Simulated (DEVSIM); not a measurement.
Structure: GaAs p-n junction from an implanted or diffused profile, at 400 K.

| layer (left to right) | material | thickness (μm) | Nd (cm⁻³) | τn (s) | τp (s) |
|---|---|---|---|---|---|
| 1 | GaAs | 25.0 | 4.8e15 | 2e-8 | 2e-8 |

Added acceptor profile: 9.4e16 cm⁻³ × exp(−(x − 0 μm)²/(2·(0.085 μm)²)). Left contact: ohmic. Right contact: ohmic. Voltage is applied to the left contact. Recombination: SRH at mid-gap, Auger. Mobility is μmin + (μ − μmin)/(1 + (N/Nref)^α).

The device is made up for the run: typed textbook-type constants, with dimensions and the other settings drawn at random. Values at 300 K; Nc and Nv go as T^1.5, mobilities as T to minus their exponent, the gap by Varshni's rule with the affinity fixed.

| parameter | GaAs |
|---|---|
| gap (eV) | 1.424 |
| affinity (eV) | 4.07 |
| permittivity | 12.9 |
| Nc (cm⁻³) | 4.7e17 |
| Nv (cm⁻³) | 9e18 |
| μn (cm²/Vs) | 8500 |
| μp (cm²/Vs) | 400 |
| μn,min | 500 |
| μp,min | 20 |
| Nref,n | 6e16 |
| Nref,p | 1.5e17 |
| αn | 0.39 |
| αp | 0.38 |
| T exponent of μn | 2.1 |
| T exponent of μp | 2.2 |
| Cn (cm⁶/s) | 1e-30 |
| Cp (cm⁶/s) | 1e-30 |
| Varshni α (eV/K) | 0.000541 |
| Varshni β (K) | 204 |

Model (solved in DEVSIM): 1D drift-diffusion, Boltzmann statistics, complete ionisation; no tunnelling, impact ionisation, image-force lowering or self-heating.

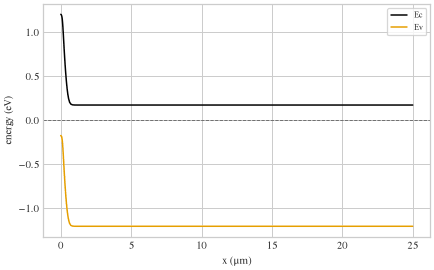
Fig. 1. Band edges at zero bias

Energies count from the Fermi level of the right contact; mesh points crowd at the junctions.

```json
[
 {"x (μm)": "0.000", "Ec (eV)": "1.203", "Ev (eV)": "-0.174", "n (cm⁻³)": "500", "p (cm⁻³)": "8.9e16", "field (V/cm)": "-980"},
 {"x (μm)": "0.02129", "Ec (eV)": "1.201", "Ev (eV)": "-0.176", "n (cm⁻³)": "540", "p (cm⁻³)": "8.3e16", "field (V/cm)": "-1600"},
 {"x (μm)": "0.05134", "Ec (eV)": "1.193", "Ev (eV)": "-0.184", "n (cm⁻³)": "670", "p (cm⁻³)": "6.7e16", "field (V/cm)": "-3700"},
 {"x (μm)": "0.09376", "Ec (eV)": "1.166", "Ev (eV)": "-0.211", "n (cm⁻³)": "1500", "p (cm⁻³)": "3.0e16", "field (V/cm)": "-10000"},
 {"x (μm)": "0.1717", "Ec (eV)": "1.012", "Ev (eV)": "-0.366", "n (cm⁻³)": "130000", "p (cm⁻³)": "3.4e14", "field (V/cm)": "-27000"},
 {"x (μm)": "0.2329", "Ec (eV)": "0.837", "Ev (eV)": "-0.540", "n (cm⁻³)": "2.0e7", "p (cm⁻³)": "2.2e12", "field (V/cm)": "-28000"},
 {"x (μm)": "0.2958", "Ec (eV)": "0.669", "Ev (eV)": "-0.708", "n (cm⁻³)": "2.7e9", "p (cm⁻³)": "1.7e10", "field (V/cm)": "-25000"},
 {"x (μm)": "0.3774", "Ec (eV)": "0.488", "Ev (eV)": "-0.889", "n (cm⁻³)": "5.1e11", "p (cm⁻³)": "8.7e7", "field (V/cm)": "-19000"},
 {"x (μm)": "0.4584", "Ec (eV)": "0.353", "Ev (eV)": "-1.025", "n (cm⁻³)": "2.6e13", "p (cm⁻³)": "1700000", "field (V/cm)": "-14000"},
 {"x (μm)": "0.6331", "Ec (eV)": "0.204", "Ev (eV)": "-1.173", "n (cm⁻³)": "1.9e15", "p (cm⁻³)": "23000", "field (V/cm)": "-3800"},
 {"x (μm)": "1.004", "Ec (eV)": "0.173", "Ev (eV)": "-1.204", "n (cm⁻³)": "4.8e15", "p (cm⁻³)": "9300", "field (V/cm)": "-29"},
 {"x (μm)": "2.218", "Ec (eV)": "0.173", "Ev (eV)": "-1.204", "n (cm⁻³)": "4.8e15", "p (cm⁻³)": "9300", "field (V/cm)": "≈ 0"},
 {"x (μm)": "4.371", "Ec (eV)": "0.173", "Ev (eV)": "-1.204", "n (cm⁻³)": "4.8e15", "p (cm⁻³)": "9300", "field (V/cm)": "≈ 0"},
 {"x (μm)": "8.944", "Ec (eV)": "0.173", "Ev (eV)": "-1.204", "n (cm⁻³)": "4.8e15", "p (cm⁻³)": "9300", "field (V/cm)": "≈ 0"},
 {"x (μm)": "18.23", "Ec (eV)": "0.173", "Ev (eV)": "-1.204", "n (cm⁻³)": "4.8e15", "p (cm⁻³)": "9300", "field (V/cm)": "≈ 0"},
 {"x (μm)": "21.76", "Ec (eV)": "0.173", "Ev (eV)": "-1.204", "n (cm⁻³)": "4.8e15", "p (cm⁻³)": "9300", "field (V/cm)": "≈ 0"},
 {"x (μm)": "23.52", "Ec (eV)": "0.173", "Ev (eV)": "-1.204", "n (cm⁻³)": "4.8e15", "p (cm⁻³)": "9300", "field (V/cm)": "≈ 0"},
 {"x (μm)": "24.30", "Ec (eV)": "0.173", "Ev (eV)": "-1.204", "n (cm⁻³)": "4.8e15", "p (cm⁻³)": "9300", "field (V/cm)": "≈ 0"},
 {"x (μm)": "24.75", "Ec (eV)": "0.173", "Ev (eV)": "-1.204", "n (cm⁻³)": "4.8e15", "p (cm⁻³)": "9300", "field (V/cm)": "≈ 0"},
 {"x (μm)": "24.89", "Ec (eV)": "0.173", "Ev (eV)": "-1.204", "n (cm⁻³)": "4.8e15", "p (cm⁻³)": "9300", "field (V/cm)": "≈ 0"},
 {"x (μm)": "24.96", "Ec (eV)": "0.173", "Ev (eV)": "-1.204", "n (cm⁻³)": "4.8e15", "p (cm⁻³)": "9300", "field (V/cm)": "≈ 0"},
 {"x (μm)": "25.00", "Ec (eV)": "0.173", "Ev (eV)": "-1.204", "n (cm⁻³)": "4.8e15", "p (cm⁻³)": "9300", "field (V/cm)": "≈ 0"}
]
```
